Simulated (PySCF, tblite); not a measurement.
# CH5NOSi: dynamics, then NMR shifts and electronic excitations on frames, part 1 of 2

How do NMR shifts and electronic excitations of CH5NOSi (`N[SiH2]C=O`) change as the atoms move?

The runs use tblite 0.8.0 and PySCF 2.14.0, with density-fitted response routines of our own; the level of theory stands in each step. All values are computed, except where a source is named. Atoms are numbered from 0 throughout.

### Step 1. Starting geometry

9 atoms, charge 0, multiplicity 1; geometry from: GFN2-xTB.

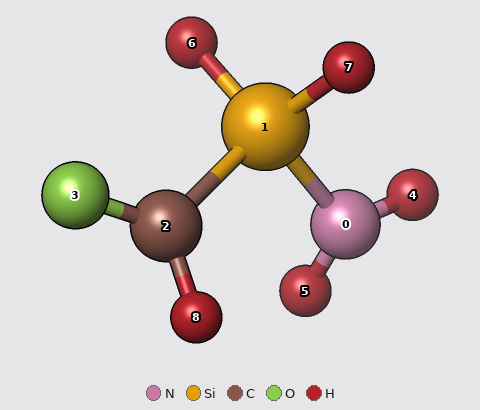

The starting geometry (nitrogen pink, silicon amber, carbon brown, oxygen green, hydrogen red), atoms numbered.

### Step 2. A short Langevin run with GFN2-xTB

What the job is given:

```
{"job": {"kind": "md", "xc": "GFN2-xTB", "basis": "xTB", "temperature": 400, "steps": 2000, "every": 50, "frames": 5}, "charge": 0, "multiplicity": 1}
N     -1.278499    -0.453185    -0.524507
Si    -0.073092     0.693066    -0.085543
C      1.384366    -0.409706     0.487338
O      2.270099    -0.041187     1.215962
H     -2.119866    -0.134445    -0.977051
H     -1.492541    -1.225542     0.087186
H     -0.380546     1.639504     0.991199
H      0.292127     1.390336    -1.316949
H      1.411515    -1.452847     0.097185
```

Method: GFN2-xTB Langevin dynamics, gas phase.

Run with:

```console
$ OMP_NUM_THREADS=1 python probes_run.py task.json out
```

One launch serves the whole session: the jobs run in the order shown.

Log:

```text
t/fs     T/K      E/eV
    0.0   372.1   -363.98648
   25.0   260.1   -363.73968
   50.0   297.5   -363.71449
   75.0   230.1   -363.74266
  100.0   206.1   -363.52651
  125.0   308.8   -363.66411
  150.0   421.7   -363.70108
  175.0   400.2   -363.62262
  200.0   182.2   -363.63374
  225.0   217.1   -363.65581
  250.0   176.6   -363.73019
  275.0   319.4   -363.60751
  300.0   233.7   -363.71576
  325.0   267.5   -363.80996
  350.0   278.9   -363.74277
  375.0   261.0   -363.74441
  400.0   280.8   -363.69204
  425.0   344.6   -363.66159
  450.0   485.9   -363.78876
  475.0   291.6   -363.61718
  500.0   352.7   -363.64125
  525.0   353.2   -363.56958
  550.0   323.7   -363.56895
  575.0   593.2   -363.83123
  600.0   350.2   -363.67114
  625.0   434.6   -363.72792
  650.0   350.0   -363.68780
  675.0   324.3   -363.55774
  700.0   333.1   -363.58760
  725.0   254.6   -363.59053
  750.0   445.4   -363.57811
  775.0   566.5   -363.51768
  800.0   615.8   -363.61614
  825.0   597.6   -363.71876
  850.0   358.3   -363.54153
  875.0   427.7   -363.47654
  900.0   297.8   -363.47204
  925.0   312.0   -363.55349
  950.0   253.9   -363.50776
  975.0   327.4   -363.62571
 1000.0   314.6   -363.58125
```

It took 18 s on 1 thread of Intel Xeon at 2.50GHz, shared host; peak memory 0.18 GiB.

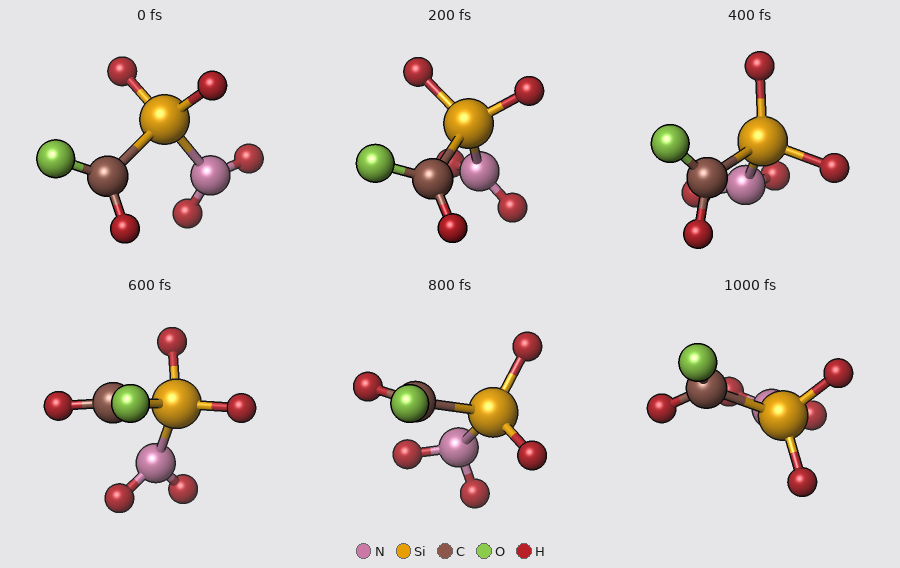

Frames of the run.

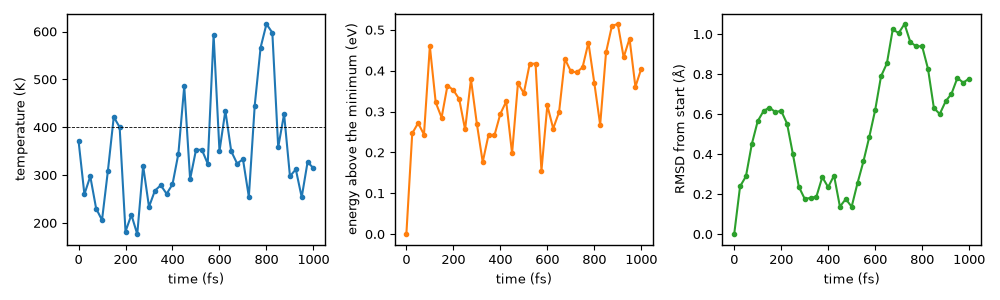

Temperature, potential energy and distance from the start.

Positions (Å) and forces (eV/Å) at 1000 fs:

```xyz
9

N    -2.968    0.484    0.664   -1.225    0.633    2.377
Si   -1.533    0.393   -0.267   -0.935    0.370   -0.693
C    -0.078    0.973    0.736    1.140   -0.251    0.588
O     0.958    1.515    0.436   -0.397    0.206   -0.449
H    -3.165    0.813    1.698    0.835   -0.853   -2.743
H    -3.868    0.333    0.201    0.650    0.067    0.330
H    -1.679    1.246   -1.423   -0.039    0.379   -0.397
H    -1.272   -0.926   -0.808    0.129   -0.476    0.137
H    -0.119    0.559    1.748   -0.158   -0.077    0.850
```

### Step 3. NMR shieldings: 250 fs, PBE0/pcSseg-1

What the job is given:

```
{"job": {"kind": "nmr", "xc": "PBE0", "basis": "pcSseg-1", "pop": false}, "charge": 0, "multiplicity": 1}
N     -1.399600    -0.756200     0.461900
Si    -0.084400     0.331600    -0.009400
C      1.531500    -0.798000     0.059500
O      2.443100    -0.513200     0.767600
H     -2.278400    -0.328200     0.495600
H     -1.412300    -1.669400     0.097800
H     -0.192500     1.497200     0.885700
H     -0.177900     0.789400    -1.407600
H      1.566700    -1.753500    -0.653700
```

Method: GIAO PBE0/pcSseg-1 NMR shielding, non-relativistic, gas phase.

Log:

```text
coarse grid: 7960 points
cycle   1  E = -460.0583749422  dE =  3.407e-01  |g| = 8.101e-01  |ddm| = 2.634e+00
cycle   2  E = -459.6408098498  dE =  4.176e-01  |g| = 1.659e+00  |ddm| = 1.762e+00
cycle   3  E = -460.1852276736  dE = -5.444e-01  |g| = 1.514e-01  |ddm| = 1.304e+00
cycle   4  E = -460.1887302320  dE = -3.503e-03  |g| = 8.180e-02  |ddm| = 1.549e-01
cycle   5  E = -460.1900384047  dE = -1.308e-03  |g| = 1.053e-02  |ddm| = 6.400e-02
cycle   6  E = -460.1900621376  dE = -2.373e-05  |g| = 3.410e-03  |ddm| = 9.522e-03
cycle   7  E = -460.1900646985  dE = -2.561e-06  |g| = 8.618e-04  |ddm| = 3.910e-03
final grid: 72200 points
cycle   8  E = -460.2210771698  dE =  3.523e-06  |g| = 1.121e-02  |ddm| = 1.234e-02
cycle   9  E = -460.2210117708  dE =  6.540e-05  |g| = 2.181e-02  |ddm| = 1.812e-02
cycle  10  E = -460.2210998711  dE = -8.810e-05  |g| = 1.594e-03  |ddm| = 1.226e-02
cycle  11  E = -460.2211003636  dE = -4.925e-07  |g| = 1.679e-04  |ddm| = 1.192e-03
cycle  12  E = -460.2211003695  dE = -5.873e-09  |g| = 4.329e-05  |ddm| = 2.014e-04
cycle  13  E = -460.2211003699  dE = -4.155e-10  |g| = 1.461e-05  |ddm| = 5.423e-05
converged SCF energy = -460.2211003699

GIAO shielding tensors (ppm)
atom      isotropic    diamagn.    paramagn.     s11        s22        s33       span
  0 N      277.113     317.533     -40.419    237.598    277.162    316.580     78.982
  1 Si     394.082     879.190    -485.108    350.153    382.098    449.995     99.842
  2 C      -43.382     255.060    -298.442   -145.754    -61.912     77.518    223.272
  3 O     -546.207     397.812    -944.019  -1496.824   -513.755    371.957   1868.781
  4 H       32.787      31.640       1.148     25.197     28.206     44.959     19.762
  5 H       32.368      32.168       0.200     25.048     27.496     44.561     19.513
  6 H       26.806      29.161      -2.355     24.057     24.910     31.451      7.393
  7 H       26.655      29.485      -2.829     22.934     25.627     31.405      8.471
  8 H       18.949      26.332      -7.383     14.505     19.083     23.259      8.754
```

It took 18 s on 1 thread of Intel Xeon at 2.50GHz, shared host; peak memory 0.44 GiB.

The references, computed at this level on geometries of the same kind, shield at (ppm): ¹H TMS 31.72, ¹³C TMS 186.9, ²⁹Si TMS 349.2, ¹⁵N NH3 267.7, ¹⁷O H2O 336.1. Their shielding less the atom's gives the shift. The references are single molecules in the gas phase, so shifts against H2O, NH3, PH3, H3PO4 or CFCl3 are not on the usual liquid scales and can be off by tens of ppm. Each atom is listed at this fixed geometry, with no averaging over motion; a spectrum would average atoms that exchange fast.

| atoms | environment | σ (ppm) | δ (ppm) |
| --- | --- | --- | --- |
| C2 | carbonyl carbon | -43.4 | 230.3 |
| H8 | hydrogen on a carbonyl carbon | 18.95 | 12.77 |
| H7 | hydrogen on a silicon bonded to C, N | 26.66 | 5.06 |
| H6 | hydrogen on a silicon bonded to C, N | 26.81 | 4.91 |
| H5 | hydrogen on a nitrogen bonded to Si | 32.37 | -0.65 |
| H4 | hydrogen on a nitrogen bonded to Si | 32.79 | -1.07 |
| N0 | nitrogen bonded to Si, 2 H | 277.1 | -9.4 |
| Si1 | silicon bonded to C, N, 2 H | 394.1 | -44.9 |
| O3 | carbonyl oxygen | -546.2 | 882.3 |

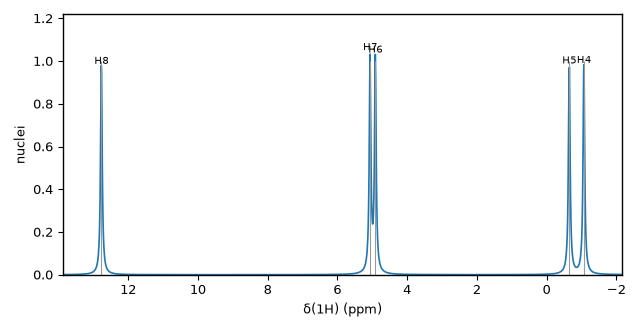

¹H lines at the computed shifts, without couplings. Lines are broadened to a width of 0.06 ppm (Lorentzian).

Orbitals, density, ELF and potential are computed afterwards from the orbital file.

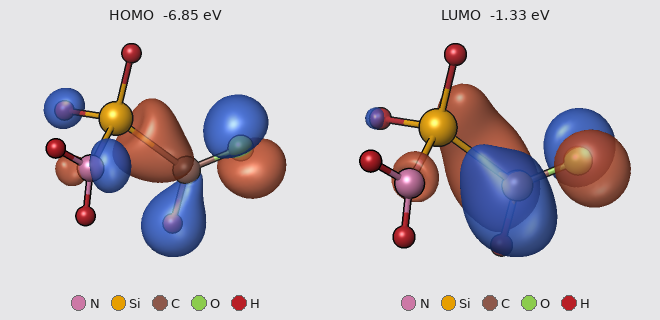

PBE0/pcSseg-1 orbitals near the gap, drawn at the value that encloses 70 % of each; the two colours are the two signs.

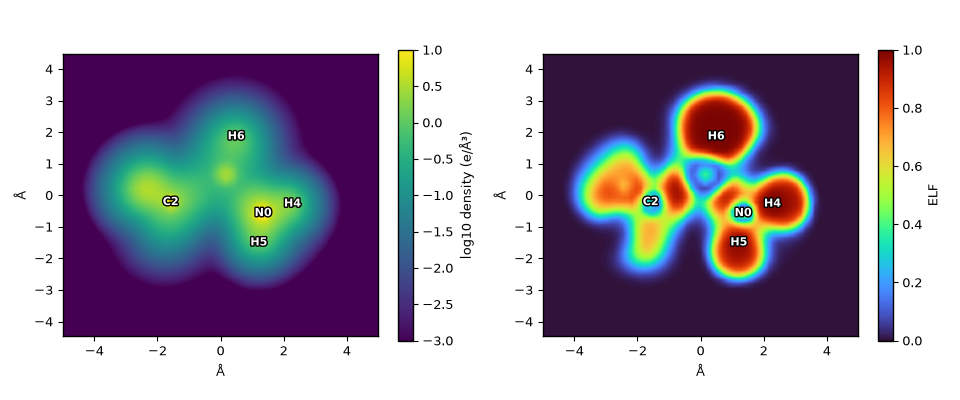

Density (left) and ELF (right) in a plane through or near 5 of the atoms.

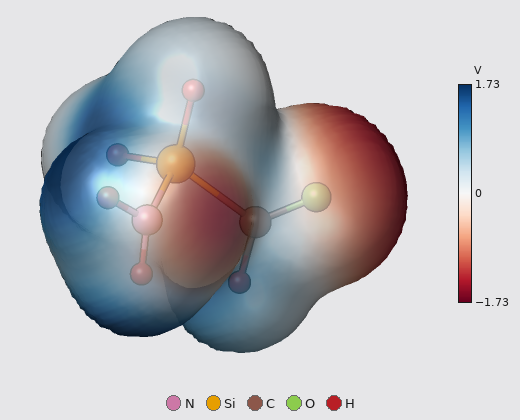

The potential that a unit positive charge feels on the 0.002 e/bohr³ surface, from -1.45 V near O3 to 1.73 V near H5.

### Step 4. Ultraviolet spectrum: 250 fs, PBE0/def2-SVPD

Settings changed since step 3:

```diff
@@ -1,2 +1,2 @@
-{"job": {"kind": "nmr", "xc": "PBE0", "basis": "pcSseg-1", "pop": false}, "charge": 0, "multiplicity": 1}
+{"job": {"kind": "uv", "xc": "PBE0", "basis": "def2-SVPD", "nstates": 5, "ntriplets": 0}, "charge": 0, "multiplicity": 1}
 N     -1.399600    -0.756200     0.461900
```

Level: TDDFT PBE0/def2-SVPD, vertical, gas phase, core orbitals frozen in the response.

Log:

```text
coarse grid: 7960 points
cycle   1  E = -459.8616141789  dE =  3.081e-01  |g| = 7.685e-01  |ddm| = 3.387e+00
cycle   2  E = -459.4382794036  dE =  4.233e-01  |g| = 1.632e+00  |ddm| = 2.093e+00
cycle   3  E = -459.9820512600  dE = -5.438e-01  |g| = 1.411e-01  |ddm| = 1.406e+00
cycle   4  E = -459.9851030899  dE = -3.052e-03  |g| = 7.941e-02  |ddm| = 2.206e-01
cycle   5  E = -459.9864254470  dE = -1.322e-03  |g| = 8.471e-03  |ddm| = 9.879e-02
cycle   6  E = -459.9864421864  dE = -1.674e-05  |g| = 2.669e-03  |ddm| = 1.055e-02
cycle   7  E = -459.9864438577  dE = -1.671e-06  |g| = 7.706e-04  |ddm| = 3.727e-03
final grid: 72200 points
cycle   8  E = -460.0473806638  dE =  2.432e-06  |g| = 1.032e-02  |ddm| = 3.831e-02
cycle   9  E = -460.0473202341  dE =  6.043e-05  |g| = 2.036e-02  |ddm| = 2.254e-02
cycle  10  E = -460.0474011521  dE = -8.092e-05  |g| = 1.503e-03  |ddm| = 1.510e-02
cycle  11  E = -460.0474016238  dE = -4.717e-07  |g| = 1.123e-04  |ddm| = 1.661e-03
cycle  12  E = -460.0474016271  dE = -3.297e-09  |g| = 5.262e-05  |ddm| = 2.381e-04
cycle  13  E = -460.0474016278  dE = -7.137e-10  |g| = 1.266e-05  |ddm| = 7.248e-05
converged SCF energy = -460.0474016278

Static polarisability (au): isotropic 52.301, principal 45.758 52.070 59.075

Singlet excitations
state   eV       nm        f      main configurations
  1   3.3057    375.1   0.00093   H->L 0.94
  2   5.0037    247.8   0.00114   H-1->L 0.95
  3   5.9139    209.6   0.02868   H->L+1 0.94
  4   6.3216    196.1   0.05756   H->L+2 0.97
  5   6.6905    185.3   0.01987   H-1->L+1 0.90
```

Wall time 21 s (1 thread of Intel Xeon at 2.50GHz, shared host); peak memory 0.55 GiB.

Frontier orbitals and where they lie:

| orbital | eV | atoms |
| --- | --- | --- |
| HOMO−3 | -11.10 | N0 25 %, Si1 23 %, O3 17 % |
| HOMO−2 | -10.16 | Si1 37 %, H6 26 %, H7 15 % |
| HOMO−1 | -7.82 | N0 58 %, Si1 13 %, O3 6 % |
| HOMO | -6.96 | O3 43 %, C2 19 %, Si1 12 % |
| LUMO | -1.52 | C2 40 %, O3 34 %, Si1 11 % |
| LUMO+1 | 0.21 | Si1 31 %, H6 15 %, C2 15 % |
| LUMO+2 | 0.58 | Si1 28 %, C2 19 %, H8 18 % |

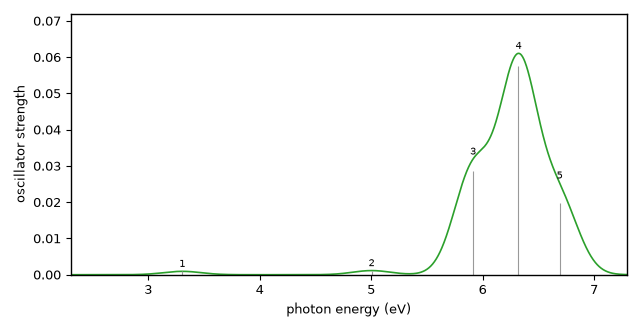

Absorption spectrum from the 5 singlet states computed; above the last one it falls off for lack of states. Lines are broadened to a width of 0.40 eV (Gaussian).

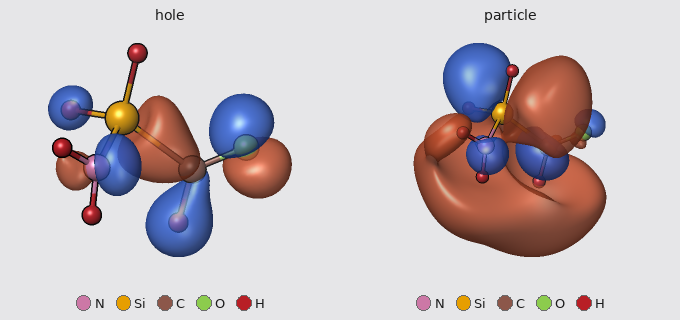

Leading natural transition orbitals of singlet state 4: the electron leaves the hole (left) for the particle orbital (right).

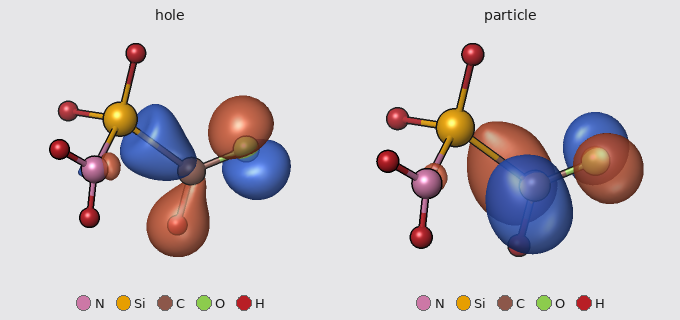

Leading natural transition orbitals of singlet state 1: the electron leaves the hole (left) for the particle orbital (right).

Further results of this job:

| property | computed |
| --- | --- |
| dipole moment (D) | 3.00 |
| polarisability (Å³) | 7.75 |
| HOMO–LUMO gap (eV) | 5.44 |
| −ε(HOMO) (eV) | 6.96 |

### Step 5. Nuclear shieldings: 425 fs, PBE0/pcSseg-1

What the job is given:

```
{"job": {"kind": "nmr", "xc": "PBE0", "basis": "pcSseg-1", "pop": false}, "charge": 0, "multiplicity": 1}
N     -1.402200    -1.066200     0.442600
Si    -0.388300    -0.048400    -0.521000
C      1.380400    -0.590400     0.035700
O      2.416600     0.005800     0.210400
H     -2.412200    -1.025000     0.320700
H     -1.191300    -1.265400     1.431000
H     -0.664300     1.350100    -0.316400
H     -0.198100    -0.447200    -1.948100
H      1.425500    -1.694500    -0.300300
```

With the program's defaults for keys left out, this is: GIAO PBE0/pcSseg-1 NMR shielding, non-relativistic, gas phase.

Log:

```text
coarse grid: 7960 points
cycle   1  E = -460.0613771730  dE =  3.311e-01  |g| = 7.855e-01  |ddm| = 2.647e+00
cycle   2  E = -459.6443250579  dE =  4.171e-01  |g| = 1.641e+00  |ddm| = 1.672e+00
cycle   3  E = -460.1814153575  dE = -5.371e-01  |g| = 1.601e-01  |ddm| = 1.225e+00
cycle   4  E = -460.1855908895  dE = -4.176e-03  |g| = 8.177e-02  |ddm| = 1.730e-01
cycle   5  E = -460.1868958284  dE = -1.305e-03  |g| = 1.205e-02  |ddm| = 6.942e-02
cycle   6  E = -460.1869268629  dE = -3.103e-05  |g| = 3.913e-03  |ddm| = 1.159e-02
cycle   7  E = -460.1869300975  dE = -3.235e-06  |g| = 1.091e-03  |ddm| = 4.144e-03
final grid: 72200 points
cycle   8  E = -460.2163844293  dE =  4.870e-06  |g| = 1.181e-02  |ddm| = 1.284e-02
cycle   9  E = -460.2163039406  dE =  8.049e-05  |g| = 2.379e-02  |ddm| = 1.973e-02
cycle  10  E = -460.2164098079  dE = -1.059e-04  |g| = 1.722e-03  |ddm| = 1.328e-02
cycle  11  E = -460.2164103888  dE = -5.809e-07  |g| = 1.801e-04  |ddm| = 1.324e-03
cycle  12  E = -460.2164103956  dE = -6.830e-09  |g| = 5.562e-05  |ddm| = 2.481e-04
cycle  13  E = -460.2164103964  dE = -7.345e-10  |g| = 1.636e-05  |ddm| = 6.370e-05
converged SCF energy = -460.2164103964

GIAO shielding tensors (ppm)
atom      isotropic    diamagn.    paramagn.     s11        s22        s33       span
  0 N      268.189     316.813     -48.624    232.341    257.700    314.525     82.184
  1 Si     386.915     879.456    -492.540    355.178    392.100    413.468     58.290
  2 C      -64.680     253.549    -318.229   -193.743    -85.722     85.425    279.168
  3 O     -623.569     398.756   -1022.325  -1724.222   -546.124    399.640   2123.862
  4 H       31.138      29.117       2.021     23.846     27.070     42.500     18.654
  5 H       30.374      30.041       0.334     23.531     25.667     41.925     18.394
  6 H       26.922      29.823      -2.901     23.580     24.892     32.294      8.714
  7 H       26.528      28.497      -1.969     22.492     25.710     31.381      8.889
  8 H       18.499      27.310      -8.811     11.727     19.607     24.164     12.437
```

It took 12 s on 1 thread of Intel Xeon at 2.50GHz, shared host; peak memory 0.46 GiB.

This run: δ C2 251.6, N0 -0.5, Si1 -37.8, O3 959.6, H8 13.22, H7 5.19 ppm.

### Step 6. Ultraviolet spectrum: 425 fs, PBE0/def2-SVPD

Settings changed since step 5:

```diff
@@ -1,2 +1,2 @@
-{"job": {"kind": "nmr", "xc": "PBE0", "basis": "pcSseg-1", "pop": false}, "charge": 0, "multiplicity": 1}
+{"job": {"kind": "uv", "xc": "PBE0", "basis": "def2-SVPD", "nstates": 5, "ntriplets": 0}, "charge": 0, "multiplicity": 1}
 N     -1.402200    -1.066200     0.442600
```

Method: TDDFT PBE0/def2-SVPD, vertical, gas phase, core orbitals frozen in the response.

Log:

```text
coarse grid: 7960 points
cycle   1  E = -459.8642000314  dE =  2.994e-01  |g| = 7.453e-01  |ddm| = 3.371e+00
cycle   2  E = -459.4417875855  dE =  4.224e-01  |g| = 1.614e+00  |ddm| = 2.025e+00
cycle   3  E = -459.9780644073  dE = -5.363e-01  |g| = 1.522e-01  |ddm| = 1.398e+00
cycle   4  E = -459.9819100162  dE = -3.846e-03  |g| = 7.866e-02  |ddm| = 2.253e-01
cycle   5  E = -459.9832096071  dE = -1.300e-03  |g| = 9.697e-03  |ddm| = 9.258e-02
cycle   6  E = -459.9832309983  dE = -2.139e-05  |g| = 3.220e-03  |ddm| = 1.145e-02
cycle   7  E = -459.9832333933  dE = -2.395e-06  |g| = 9.594e-04  |ddm| = 4.450e-03
final grid: 72200 points
cycle   8  E = -460.0424683364  dE =  3.892e-06  |g| = 1.090e-02  |ddm| = 3.757e-02
cycle   9  E = -460.0423938006  dE =  7.454e-05  |g| = 2.227e-02  |ddm| = 2.428e-02
cycle  10  E = -460.0424913344  dE = -9.753e-05  |g| = 1.658e-03  |ddm| = 1.599e-02
cycle  11  E = -460.0424919110  dE = -5.766e-07  |g| = 1.448e-04  |ddm| = 1.610e-03
cycle  12  E = -460.0424919163  dE = -5.327e-09  |g| = 5.881e-05  |ddm| = 3.521e-04
cycle  13  E = -460.0424919172  dE = -8.954e-10  |g| = 1.499e-05  |ddm| = 8.295e-05
converged SCF energy = -460.0424919172

Static polarisability (au): isotropic 52.244, principal 45.253 50.465 61.014

Singlet excitations
state   eV       nm        f      main configurations
  1   3.0211    410.4   0.00227   H->L 0.97
  2   4.9844    248.7   0.00377   H-1->L 0.99
  3   5.7457    215.8   0.03326   H->L+1 0.94
  4   6.1332    202.2   0.01590   H->L+2 0.97
  5   6.5233    190.1   0.01697   H-1->L+1 0.97
```

Wall time 15 s (1 thread of Intel Xeon at 2.50GHz, shared host); peak memory 0.55 GiB.

Key values: HOMO -6.80 eV, LUMO -1.64 eV; lowest singlet 3.02 eV.

(Continued in part 2 of 2.)
